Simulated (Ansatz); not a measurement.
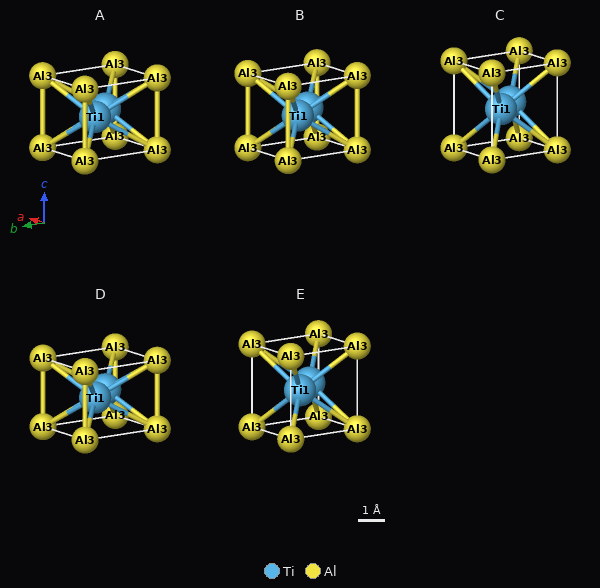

5 geometries from one relaxation of a crystal of Ti2Al (a generated structure, set up in P6/mmm), in shuffled order. The picture is a ball-and-stick view of the cell of the calculation, seen from a free direction.

Computed with DFT PBE, scalar-relativistic, plane waves, PAW (Ansatz 0.2.0). (plane-wave cutoff 420 eV; k-point mesh 12 × 12 × 14; occupations gaussian; smearing width 0.1 eV; collinear spin; cell and atoms relaxed; force threshold 0.01 eV/Å; at most 80 steps)

Q: Order the frames from highest to lowest energy.

A: C, E, B, A, D. They are steps 0, 1, 3, 4, 10, at +504 meV per atom, +347 meV per atom, +76.9 meV per atom, +30.4 meV per atom relative to the last. No atom moves by more than 0.005 Å relative to the cell. The volume changes by −3.7 %, with a = b 4.118 → 4.553 Å (+10.6 %), c 3.454 → 2.721 Å (−21.2 %). Near-neighbour distances that change, for instance: Ti–Ti 3.454 → 2.721 Å, Al–Al 3.454 → 2.721 Å, Ti–Ti 2.378 → 2.629 Å, Al–Ti 2.939 → 2.960 Å. The space group stays P6/mmm (No. 191). The energy falls by 504 meV per atom in 8 accepted moves (10 points after the start). All forces vanish by symmetry, so only the cell relaxes. The pressure goes from 1.40 to 0.01 GPa. The SCF was repeated twice at an unchanged geometry on a basis and grid sized afresh for the cell, which shifted the energy by 2.6 meV per atom at most. The program noted that the starting moments weren't kept. The run may lie on a higher electronic state than the lowest, so the end point isn't shown to be the ground-state structure. The run took 11 min on 1 thread of Intel(R) Xeon(R) Processor @ 2.50GHz (Skylake/Cascade Lake) (shared host), peak memory 0.55 GiB.
